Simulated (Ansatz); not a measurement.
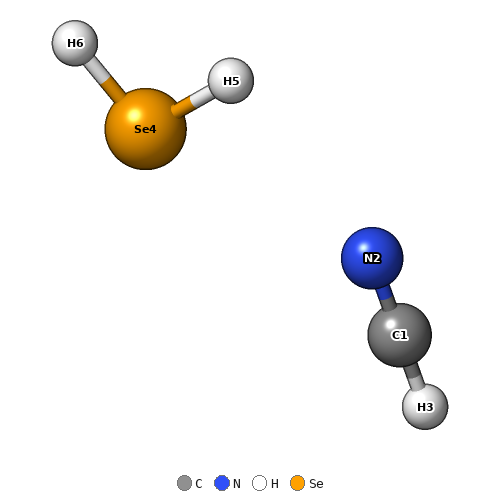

The system is the pair CHN···H₂Se; the picture shows the reference structure. The turn is about an axis along (−0.92, 0.38, −0.03) in the frame of the relaxed pair, normal to the line between the partners. First axis: distance Se4···N2. Second axis: turn of C1, N2, H3 about Se4. The scan uses a 13 × 13 grid. Points are written as (first, second). Energies: kJ/mol, counted from the two partners far apart, frozen as in the relaxed pair, each in its own basis (no counterpoise correction). Computed with RKS B3LYP-D4/def2-TZVPD in Ansatz 0.2.0.

Its coordinates:

```yaml
atoms:
  - { symbol: C, position_ang: [0.0010, -0.1637, -2.3201] }
  - { symbol: N, position_ang: [-0.2008, -0.5811, -1.2725] }
  - { symbol: H, position_ang: [0.1892, 0.2260, -3.2954] }
  - { symbol: Se, position_ang: [0.2097, 0.6372, 1.8426] }
  - { symbol: H, position_ang: [-0.3472, -0.7160, 1.7321] }
  - { symbol: H, position_ang: [0.1481, 0.5975, 3.3132] }
```

Range: distance Se4···N2 from 2.831 to 4.831 Å; turn of C1, N2, H3 about Se4 from −90 to 90°.

Question: Predict the map.

Answer: The lowest grid point is at (3.771 Å, 45°), −7.6 kJ/mol from the two partners far apart, frozen as in the relaxed pair, each in its own basis (no counterpoise correction). The highest grid point, (2.831 Å, 60°), lies 79.7 kJ/mol above the lowest. Round the minimum the valley is somewhat tilted: raising distance Se4···N2 shifts the best value of turn of C1, N2, H3 about Se4 upwards (coupling k₁₂/√(k₁₁k₂₂) about −0.4).

| turn of C1, N2, H3 about Se4 ↓, distance Se4···N2 → | 2.831 | 2.892 | 2.994 | 3.118 | 3.260 | 3.418 | 3.589 | 3.771 | 3.964 | 4.168 | 4.380 | 4.601 | 4.831 |
| --- | --- | --- | --- | --- | --- | --- | --- | --- | --- | --- | --- | --- | --- |
| 90 | 56.8 | 44.9 | 29.4 | 16.1 | 6.3 | 0.0 | −3.5 | −5.0 | −5.3 | −4.9 | −4.2 | −3.6 | −2.9 |
| 75 | 71.9 | 57.1 | 37.7 | 21.1 | 8.8 | 0.7 | −3.9 | −5.9 | −6.3 | −5.9 | −5.1 | −4.3 | −3.5 |
| 60 | 72.1 | 56.9 | 36.9 | 19.9 | 7.3 | −0.8 | −5.3 | −7.1 | −7.3 | −6.7 | −5.8 | −4.8 | −3.9 |
| 45 | 58.1 | 45.1 | 28.2 | 13.8 | 3.4 | −3.1 | −6.4 | −7.6 | −7.4 | −6.6 | −5.6 | −4.7 | −3.8 |
| 30 | 35.4 | 26.3 | 14.7 | 5.1 | −1.5 | −5.3 | −7.0 | −7.3 | −6.8 | −5.9 | −4.9 | −4.1 | −3.3 |
| 15 | 13.5 | 8.5 | 2.3 | −2.5 | −5.5 | −7.0 | −7.2 | −6.8 | −6.0 | −5.0 | −4.1 | −3.4 | −2.8 |
| 0 | 1.8 | −0.9 | −4.0 | −6.2 | −7.3 | −7.5 | −7.0 | −6.2 | −5.2 | −4.3 | −3.5 | −2.8 | −2.3 |
| −15 | −0.3 | −2.3 | −4.6 | −6.1 | −6.8 | −6.7 | −6.1 | −5.3 | −4.4 | −3.6 | −2.9 | −2.3 | −1.8 |
| −30 | 3.2 | 1.0 | −1.8 | −3.7 | −4.8 | −5.1 | −4.8 | −4.3 | −3.5 | −2.9 | −2.2 | −1.8 | −1.4 |
| −45 | 8.7 | 5.8 | 2.2 | −0.6 | −2.4 | −3.2 | −3.4 | −3.1 | −2.6 | −2.1 | −1.6 | −1.2 | −0.9 |
| −60 | 13.4 | 9.9 | 5.5 | 2.0 | −0.4 | −1.7 | −2.2 | −2.2 | −1.9 | −1.5 | −1.1 | −0.8 | −0.6 |
| −75 | 15.3 | 11.6 | 6.9 | 3.1 | 0.5 | −1.0 | −1.6 | −1.7 | −1.5 | −1.2 | −0.8 | −0.6 | −0.3 |
| −90 | 13.8 | 10.3 | 6.0 | 2.4 | 0.1 | −1.2 | −1.8 | −1.8 | −1.5 | −1.2 | −0.8 | −0.5 | −0.3 |

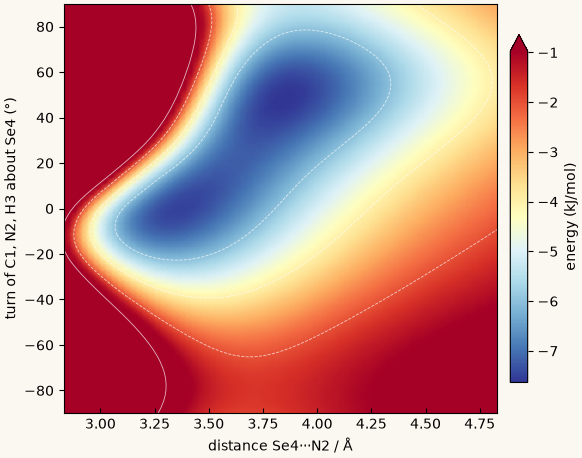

The picture shows a smooth colour map with a few white contour lines, one colour for all values above the top of the scale. Between grid points the surface is interpolated.

Each point was launched as `ansatz run input.yaml --threads 1 --pin off --max-ram 2560MiB --backend cpu --events-out ev --progress --plain --runs-dir out`. Time for the 169 points that were run: 9.7 min on 1 thread of Intel(R) Xeon(R) 6975P-C (Granite Rapids) (shared host).
